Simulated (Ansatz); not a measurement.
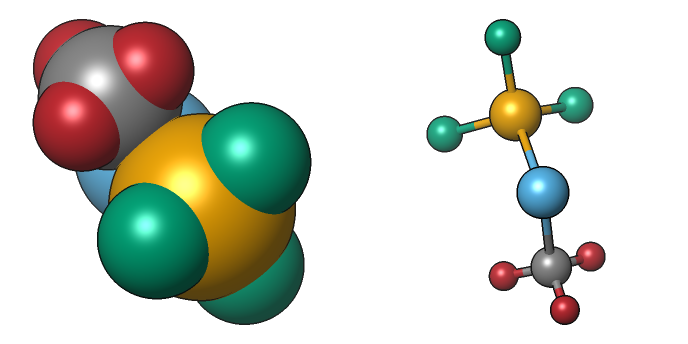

Two views of one molecule. Colours: carbon grey, selenium blue, germanium orange, fluorine teal, hydrogen red.

Describe the molecule.

Formula CH₃F₃GeSe. Its SMILES string is `C[Se][Ge]([F])([F])[F]`. The point group is Cs. Coordination: 1 C tetrahedral; 1 Se bent; 1 Ge tetrahedral.

More results for the same structure follow; atom numbers are the same in all pictures, views and colours differ. The geometry was computed by an optimisation with PBE0-D4/def2-TZVP.

### Geometry

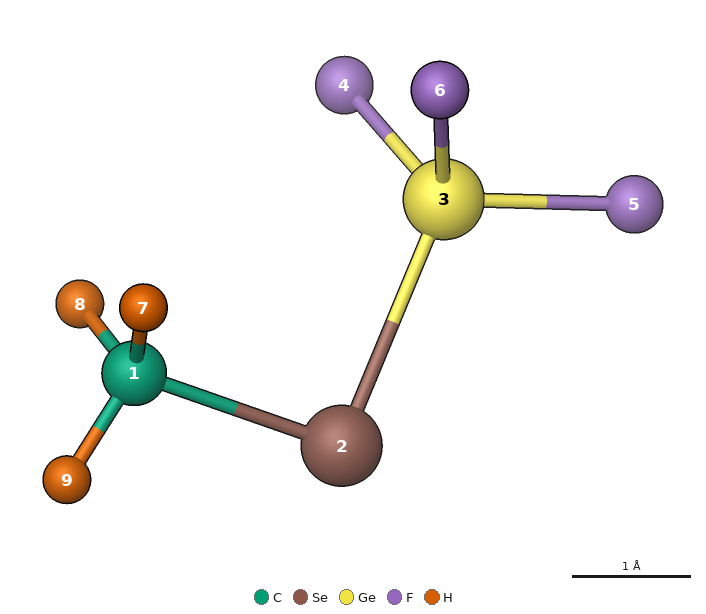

Numbered structure.

Which atoms are bonded, and how long are the bonds?

| bond | length (Å) |
| --- | --- |
| C1–Se2 | 1.963 |
| C1–H7 | 1.087 |
| C1–H8 | 1.087 |
| C1–H9 | 1.089 |
| Se2–Ge3 | 2.293 |
| Ge3–F4 | 1.715 |
| Ge3–F5 | 1.709 |
| Ge3–F6 | 1.715 |

### Dipole moment

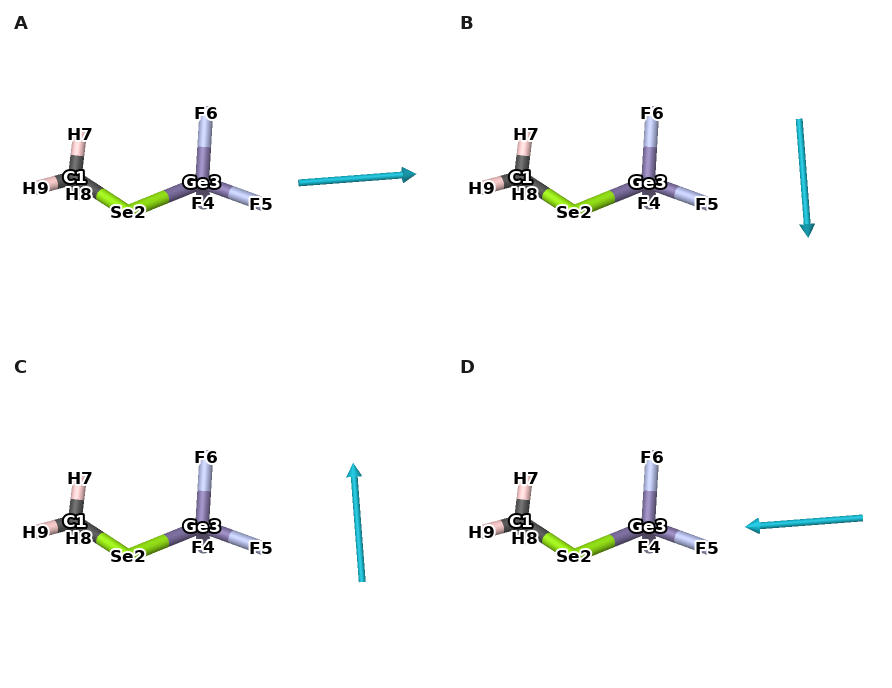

The same molecule four times, each with an arrow. Level of theory: RKS PBE0-D4/def2-TZVP (Ansatz 0.2.0).

> Which arrow points along the dipole moment, from the negative to the positive end?

D. The dipole moment is 3.75 D; it points from the side of F5 to the side of H9 (the outermost atoms at the two ends).

### Charges

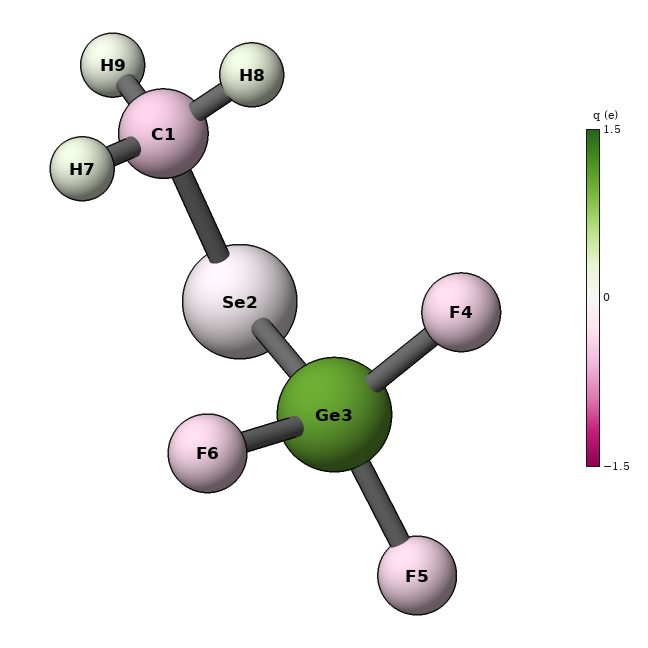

Atoms are coloured by their Mulliken charges. Properties computed with RKS ωB97M-V/def2-TZVPP (Ansatz 0.2.0).

> Which atom carries the highest charge (most positive or least negative)?

Ge3 (1.03 e).

> And the lowest?

C1 (−0.43 e).

Give the Mulliken charges atom by atom.

| atom | value (e) |
| --- | --- |
| C1 | −0.43 |
| Se2 | −0.09 |
| Ge3 | 1.03 |
| F4 | −0.34 |
| F5 | −0.34 |
| F6 | −0.34 |
| H7 | 0.18 |
| H8 | 0.18 |
| H9 | 0.15 |

### Electronic properties

Method: RKS PBE0-D4/def2-SVP (Ansatz 0.2.0).

Computed properties:

- HOMO energy (Kohn–Sham orbital): −7.68 eV
- LUMO energy (Kohn–Sham orbital): −1.31 eV
- HOMO–LUMO gap: 6.37 eV
- dispersion correction: −19.1 kJ/mol

Mulliken values depend strongly on the basis set and can even reverse the polarity of a bond.
